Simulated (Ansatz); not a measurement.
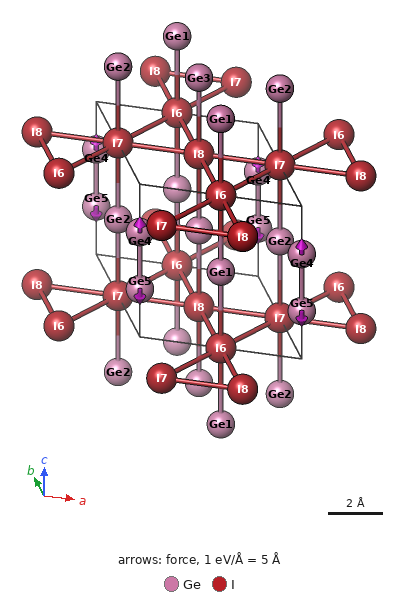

Starting geometry of a crystal of Ge5I3 (a generated structure, set up in P6/mmm) (coarse preliminary run) with the computed forces as purple arrows. The picture is a ball-and-stick view of the cell of the calculation, seen from a free direction.

Theory: DFT PBE, scalar-relativistic, plane waves, PAW in Ansatz 0.2.0.

Input file:
```yaml
crystal:
  lattice:
    - [6.2589266735, 0.0, 0.0]
    - [-3.1294633368, 5.4203894997, 0.0]
    - [0.0, 0.0, 6.6380725426]
  atoms:
    - { symbol: Ge, position: [0.5, 0.0, 0.5] }
    - { symbol: Ge, position: [0.0, 0.5, 0.5] }
    - { symbol: Ge, position: [0.5, 0.5, 0.5] }
    - { symbol: Ge, position: [0.0, 0.0, 0.6867780439] }
    - { symbol: Ge, position: [0.0, 0.0, 0.3132219561] }
    - { symbol: I, position: [0.5, 0.0, 0.0] }
    - { symbol: I, position: [0.0, 0.5, 0.0] }
    - { symbol: I, position: [0.5, 0.5, 0.0] }
basis:
  ecutwfc: 420
kpoints:
  mp_grid: { grid: [3, 3, 4] }
hamiltonian:
  xc: pbe
scf:
  occupations: { method: gaussian, width: 0.1 }
  lower_state_search: "off"
output:
  forces: true
  stress: true
  eigenvalues: true
relax:
  adjacent_minimum: "off"
  f_tol: 0.04
  max_steps: 70
  cell: { stress_tol: 0.4 }
```

Launched with:
```bash
ansatz run input.yaml --threads 1 --pin off --max-ram 2560MiB --backend cpu --events-out ev --progress --plain --runs-dir out
```

> What follows when this structure is relaxed?

It isn't relaxed: the largest force vector, on Ge atoms, is 0.14 eV/Å. The atoms end up moving mostly along the starting forces (cosine between the two patterns 1.00). The largest moves relative to the cell, 0.14 Å, are those of Ge4 and Ge5. Ge4 goes along +c. I stays in place. The volume changes by +0.8 %, with a = b 6.259 → 6.624 Å (+5.8 %), c 6.638 → 5.977 Å (−10.0 %). Some distances before and after: Ge1–I6 3.319 → 2.989 Å, I6–I7 3.129 → 3.312 Å, Ge4–Ge5 2.480 → 2.513 Å. The space group stays P6/mmm (No. 191). The energy falls by 0.144 eV per cell of the calculation in 8 accepted moves (11 points after the start). The largest force component goes from 0.14 to 0.018 eV/Å. The pressure goes from −0.03 to 0.04 GPa. The line search rejected the trial steps at points 6, 7 of the run. The SCF was repeated once at an unchanged geometry on a basis and grid sized afresh for the cell, which shifted the energy by 1.6 meV per cell of the calculation at most. Cost: 100 s on 1 thread of Intel(R) Xeon(R) Platinum 8488C (Sapphire Rapids), on a shared host, peak memory 0.63 GiB.
